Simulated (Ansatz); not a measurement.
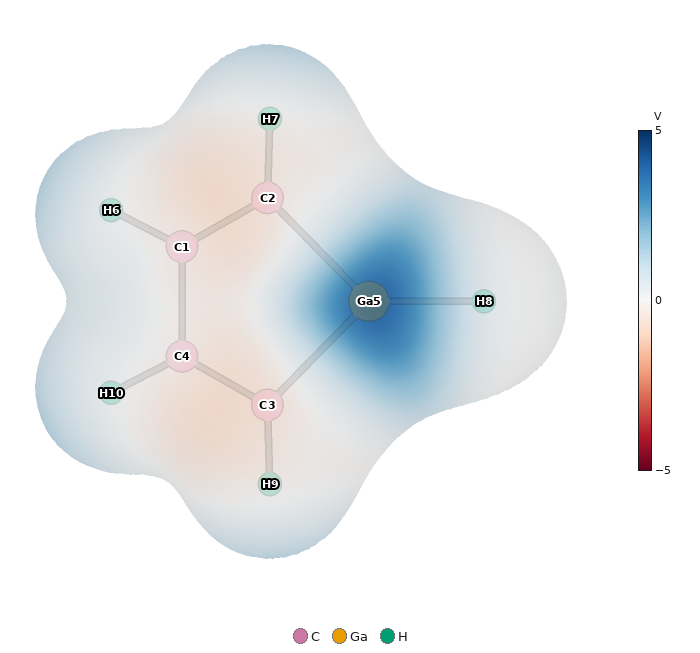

Figure 1: C4H5Ga. The electrostatic potential painted on the density surface at 0.004 e/bohr³, seen across its widest extent; the colour scale runs from red (negative) to blue (positive).

Geometry: B3LYP/6-31G*.

All numbers below come from isolated molecule in a Gaussian basis; Kohn-Sham density functional theory, functional PBE0 in Ansatz 0.2.0.

| atom | x (Å) | y (Å) | z (Å) |
| --- | --- | --- | --- |
| C | 0.4935 | -1.1558 | -0.1626 |
| C | -0.6525 | -0.4548 | -0.0771 |
| C | 1.8378 | 0.9024 | 0.0395 |
| C | 1.8139 | -0.4360 | -0.1007 |
| Ga | -0.0738 | 1.4351 | 0.1153 |
| H | 0.5216 | -2.2413 | -0.2768 |
| H | -1.6198 | -0.9455 | -0.1186 |
| H | -0.8288 | 2.8067 | 0.2673 |
| H | 2.7742 | 1.4494 | 0.0872 |
| H | 2.7178 | -1.0443 | -0.1740 |

Q: Where is the surface potential most negative and most positive?

A: The most negative region (about −0.8 V) lies over the π face of C1, C2, C3 and C4, the most positive (about +3.9 V) over Ga5.
